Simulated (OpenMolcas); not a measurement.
Single-point calculation of C₂H₄Si (part 1 of 2)

The run: single-point calculation of C₂H₄Si, SMILES C#C[SiH3]. Method and program: CCSD(T)/6-311+G**, RHF (OpenMolcas 26.06).

The geometry comes from this level: PBE0-D4/def2-TZVP.

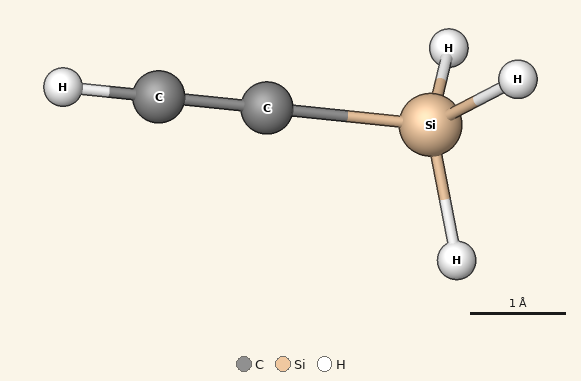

Fig. 1: The structure (ball-and-stick view, seen at an oblique angle). Bond lengths as drawn: C–C 1.21 Å, C–H 1.07 Å, C–Si 1.82 Å and H–Si 1.48 Å.

Input file
```
>>> EXPORT MOLCAS_PRINT=2

&gateway
  baslib = $CurrDir
  coord = input.xyz
  basis = 6-311pGss
  group = NoSym

&seward
  high

&scf
  thresholds = 1e-10 1e-07 1e-07 1e-05
  prorbitals = 1 2

&chcc
  frozen = 7
  threshold = 1e-08
  maxiterations = 80

&cht3
  frozen = 7
```

File input.xyz
```
7

C     -0.580700    -1.871400     0.172200
C     -0.218500    -0.726500     0.062400
Si     0.329800     1.004300    -0.103800
H     -0.901000    -2.883500     0.269300
H     -0.094500     1.528300    -1.425000
H     -0.281700     1.818100     0.974900
H      1.807900     1.062900     0.004400
```

Machine: 1 thread of Arm Neoverse V2, 24 GiB of memory available, shared host.

Launch command:
```bash
export MOLCAS_MEM=1860
pymolcas test.input > test.log
```

What the program printed
```
--- Start Module: gateway ---

                                              &GATEWAY

                       available to each process: 1.9 GB of memory, 1 thread

 Basis Set     1 Label: C.6-311PGSS
 Basis set is read from library:.
 basistype.tbl is not found

 Basis Set     2 Label: SI.6-311PGSS
 Basis set is read from library:.
 basistype.tbl is not found

 Basis Set     3 Label: H.6-311PGSS
 Basis set is read from library:.
 basistype.tbl is not found

++    Symmetry information:
      ---------------------

                    Character Table for C1

                             E
                    a        1  x, y, xy, Rz, z, xz, Ry, yz, Rx, I
--

++    Basis set information:
      ----------------------

      Basis set label: C.6-311PGSS.........

      Electronic valence basis set:
      ------------------
      Associated Effective Charge   6.000000 au
      Associated Actual Charge      6.000000 au
      Nuclear Model: Point charge

      Shell  nPrim  nBasis  Cartesian Spherical Contaminant
         s      12       5        X
         p       6       4        X
         d       1       1                 X

      Basis set label: SI.6-311PGSS.........

      Electronic valence basis set:
      ------------------
      Associated Effective Charge  14.000000 au
      Associated Actual Charge     14.000000 au
      Nuclear Model: Point charge

      Shell  nPrim  nBasis  Cartesian Spherical Contaminant
         s      13       7        X
         p      10       6        X
         d       1       1                 X

      Basis set label: H.6-311PGSS.........

      Electronic valence basis set:
      ------------------
      Associated Effective Charge   1.000000 au
      Associated Actual Charge      1.000000 au
      Nuclear Model: Point charge

      Shell  nPrim  nBasis  Cartesian Spherical Contaminant
         s       5       3        X
         p       1       1        X
--

++    Molecular structure info:
      -------------------------

                    ************************************************
                    **** Cartesian Coordinates / bohr, angstrom ****
                    ************************************************

     Center  Label                x              y              z                     x              y              z
        1      C1              -1.097364      -3.536433       0.325411             -0.580700      -1.871400       0.172200
        2      C2              -0.412905      -1.372886       0.117919             -0.218500      -0.726500       0.062400
        3      SI3              0.623232       1.897852      -0.196154              0.329800       1.004300      -0.103800
        4      H4              -1.702643      -5.449025       0.508903             -0.901000      -2.883500       0.269300
        5      H5              -0.178579       2.888068      -2.692860             -0.094500       1.528300      -1.425000
        6      H6              -0.532336       3.435711       1.842294             -0.281700       1.818100       0.974900
        7      H7               3.416436       2.008590       0.008315              1.807900       1.062900       0.004400

                    ***************************************
                    *    InterNuclear Distances / bohr    *
                    ***************************************

               1 C1            2 C2            3 SI3           4 H4            5 H5            6 H6
    1 C1       0.000000
    2 C2       2.278700        0.000000
    3 SI3      5.723979        3.445279        0.000000
    4 H4       2.014458        4.293158        7.738437        0.000000
    5 H5       7.157398        5.109904        2.803029        9.059867        0.000000
    6 H6       7.157583        5.109828        2.802787        9.060137        4.581776        0.000000
    7 H7       7.156970        5.109819        2.802866        9.059337        4.581917        4.581807

               7 H7
    7 H7       0.000000

                    *******************************************
                    *    InterNuclear Distances / angstrom    *
                    *******************************************

               1 C1            2 C2            3 SI3           4 H4            5 H5            6 H6
    1 C1       0.000000
    2 C2       1.205836        0.000000
    3 SI3      3.028999        1.823163        0.000000
    4 H4       1.066005        2.271841        4.095004        0.000000
    5 H5       3.787532        2.704045        1.483299        4.794275        0.000000
    6 H6       3.787630        2.704004        1.483171        4.794418        2.424572        0.000000
    7 H7       3.787306        2.704000        1.483213        4.793995        2.424646        2.424588

               7 H7
    7 H7       0.000000

                    **************************************
                    *    Valence Bond Angles / degree    *
                    **************************************
                          Atom centers                 Phi
                      2 C2       1 C1       4 H4       179.99
                      5 H5       3 SI3      6 H6       109.64
                      5 H5       3 SI3      7 H7       109.64
                      6 H6       3 SI3      7 H7       109.64
--

            Nuclear Potential Energy             83.04789072 au

--- Stop Module: gateway /rc=_RC_ALL_IS_WELL_ ---

--- Start Module: seward ---

                                              &SEWARD

                       available to each process: 1.9 GB of memory, 1 thread

               SEWARD will generate:
                  Multipole Moment integrals up to order  2
                  Kinetic Energy integrals
                  Nuclear Attraction integrals (point charge)
                  One-Electron Hamiltonian integrals
                  Velocity integrals
                  Orbital angular momentum around (  0.0058  -0.0520  -0.0090 )
                  Velocity quadrupole around (  0.0058  -0.0520  -0.0090 )
                  Cholesky decomposed two-electron repulsion integrals
                   - CD Threshold:   1.00E-08

                   Integrals are discarded if absolute value <: 1.00E-40
                   Integral cutoff threshold is set to       <: 1.00E-40

            Nuclear Potential Energy             83.04789072 au

      Basis set specifications :
      Symmetry species         a
      Basis functions           98

--- Stop Module: seward /rc=_RC_ALL_IS_WELL_ ---
--- Module seward spent 3 seconds ---

--- Start Module: scf ---

                                                &SCF

                       available to each process: 1.9 GB of memory, 1 thread

++    Input section:
      --------------

      Header of the integral files:

      Cartesian coordinates in angstrom:
      -----------------------------------------------------
      No.  Label        X            Y            Z
      -----------------------------------------------------
       1   C1        -0.58070000  -1.87140000   0.17220000
       2   C2        -0.21850000  -0.72650000   0.06240000
       3   SI3        0.32980000   1.00430000  -0.10380000
       4   H4        -0.90100000  -2.88350000   0.26930000
       5   H5        -0.09450000   1.52830000  -1.42500000
       6   H6        -0.28170000   1.81810000   0.97490000
       7   H7         1.80790000   1.06290000   0.00440000
      -----------------------------------------------------
      Nuclear repulsion energy =   83.04789072
--

++    Orbital specifications:
      -----------------------

      Symmetry species               1
                                     a
      Frozen orbitals                0
      Occupied orbitals             15
      Secondary orbitals            83
      Deleted orbitals               0
      Total number of orbitals      98
      Number of basis functions     98
--

      Molecular charge                           0.000

++    Optimization specifications:
      ----------------------------

      SCF Algorithm: LK-Cholesky
      LK screening threshold:                     4.50E-02
      Local-Exchange (LK) algorithm.
       - the density matrix is decomposed
      The actual AO density is used
      Number of density matrices in core                 5
      Maximum number of NDDO SCF iterations            400
      Maximum number of HF SCF iterations              400
      Threshold for SCF energy change             1.00E-10
      Threshold for density matrix                1.00E-07
      Threshold for Fock matrix                   1.00E-07
      Threshold for linear dependence             1.00E-09
      Threshold at which DIIS is turned on        1.50E-01
      Maximum depth in the DIIS procedure                5
      Maximum depth in the BFGS Hessian update          30
      Threshold at which QNR/C2DIIS is turned on  7.50E-02
      Threshold for Norm(delta) (QNR/C2DIIS)      1.00E-05
      All orbitals punched on: SCFORB
--

      Input vectors read from INPORB
      Orbital file label: *Guess orbitals

++ Convergence information
                                   SCF        iterations: Energy and convergence statistics

Iter     Tot. SCF        One-elec.       Two-elec.     Energy      Max Dij or  Max Fij      DNorm      TNorm      AccCon     Time
         Energy          Energy          Energy        Change      Delta Norm                                                in Sec.
   1  -366.687016841  -665.417044222   215.682136666   0.00E+00    1.61E-01*   8.40E-01*    5.02E+00   1.49E+02   None         0.
   2  -366.944547649  -670.833864565   220.841426200  -2.58E-01*   4.58E-02*   2.16E-02*    5.33E+00   1.50E+02   EDIIS        0.
   3  -366.956860986  -669.583696390   219.578944688  -1.23E-02*   2.31E-02*   9.24E-03*    5.34E+00   1.50E+02   c2DIIS       0.
   4  -366.959998136  -669.985323977   219.977435125  -3.14E-03*   2.42E-02*   4.95E-03*    5.35E+00   1.50E+02   QNRc2DIIS    0.
   5  -366.960406883  -669.845303861   219.837006261  -4.09E-04*   1.03E-02*   4.18E-03*    5.36E+00   1.50E+02   QNRc2DIIS    0.
   6  -366.960752459  -669.903223462   219.894580287  -3.46E-04*   3.31E-03*   4.70E-04*    5.36E+00   1.50E+02   QNRc2DIIS    0.
   7  -366.960764348  -669.904222038   219.895566974  -1.19E-05*   3.04E-04*   3.62E-05*    5.36E+00   1.50E+02   QNRc2DIIS    0.
   8  -366.960764450  -669.903796834   219.895141668  -1.02E-07*   6.07E-05*   2.58E-05*    5.36E+00   1.50E+02   QNRc2DIIS    0.
   9  -366.960764460  -669.904017864   219.895362688  -1.01E-08*   9.26E-06    2.56E-06*    5.36E+00   1.50E+02   QNRc2DIIS    0.
  10  -366.960764460  -669.903978486   219.895323310  -2.00E-10*   2.93E-06    8.31E-07*    5.36E+00   1.50E+02   QNRc2DIIS    0.
  11  -366.960764460  -669.903995059   219.895339883  -1.26E-11    2.51E-07    3.99E-07*    5.36E+00   1.50E+02   QNRc2DIIS    0.
  12  -366.960764460  -669.903988149   219.895332973  -1.53E-12    6.21E-08    8.17E-08     5.36E+00   1.50E+02   QNRc2DIIS    0.

       Convergence after  12 Iterations
--

 *****************************************************************************************************************************
 *                                             SCF/KS-DFT Program, Final results                                             *
 *                                                       Final Results                                                       *
 *****************************************************************************************************************************

::    Total SCF energy                               -366.9607644604
      One-electron energy                            -669.9039881494
      Two-electron energy                             219.8953329729
      Nuclear repulsion energy                         83.0478907161
      Kinetic energy (interpolated)                   366.8234066635
      Virial theorem                                    1.0003744521
      Total spin, S(S+1)                                0.0000000000
      Total spin, S                                     0.0000000000
      Max non-diagonal density matrix element           0.0000000384
      Max non-diagonal Fock matrix element              0.0000000032

      All orbitals with orbital energies smaller than  E(LUMO)+0.5 are printed

++    Molecular orbitals:
      -------------------

      Title: SCF orbitals

      Molecular orbitals for symmetry species 1: a
```
